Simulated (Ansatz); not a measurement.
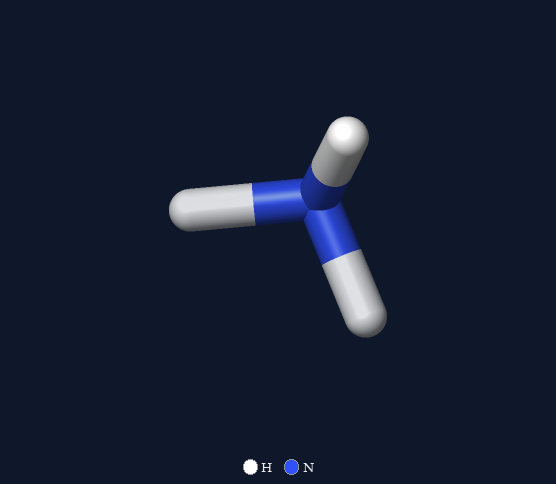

Stick drawing of a structure.

Computed geometry: PBE0-D4/def2-TZVP optimisation.

Question: Give the formula.

Answer: NH3, 4 atoms: 1 nitrogen and 3 hydrogen.

Question: Which point group does it belong to?

Answer: C3v.

Question: How many bonds of each kind are drawn?

Answer: 3 N–H. Sticks follow a distance rule.

Question: How many atoms are distinct by symmetry?

Answer: 2: 3 H, 1 N.

The parts below concern this one geometry. Atoms keep their numbers from picture to picture.

### Electronic properties

Properties computed with RKS PBE0-D4/def2-TZVPP (Ansatz 0.2.0).

Question: Give the LUMO energy (Kohn–Sham orbital) at this level.

Answer: 1.03 eV.

Question: What is the HOMO energy (Kohn–Sham orbital)?

Answer: −7.58 eV.

### Vibrations

Harmonic vibrations computed with RKS PBE0-D4/def2-TZVP (Ansatz 0.2.0) at a stationary point of the same level.

Question: List the wavenumbers.

Answer: 6 modes: 1031, 1670, 1670, 3502, 3631, 3631 cm⁻¹.

### Charges

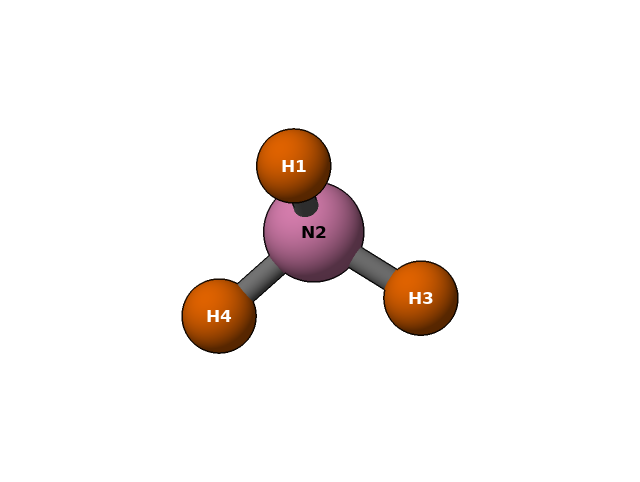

The questions are on Mulliken charges. Method: RKS PBE0-D4/def2-TZVP (Ansatz 0.2.0).

List the Mulliken charges.

| atom | value (e) |
| --- | --- |
| H1 | 0.23 |
| N2 | −0.70 |
| H3 | 0.23 |
| H4 | 0.23 |

Mulliken values depend strongly on the basis set and can even reverse the polarity of a bond.
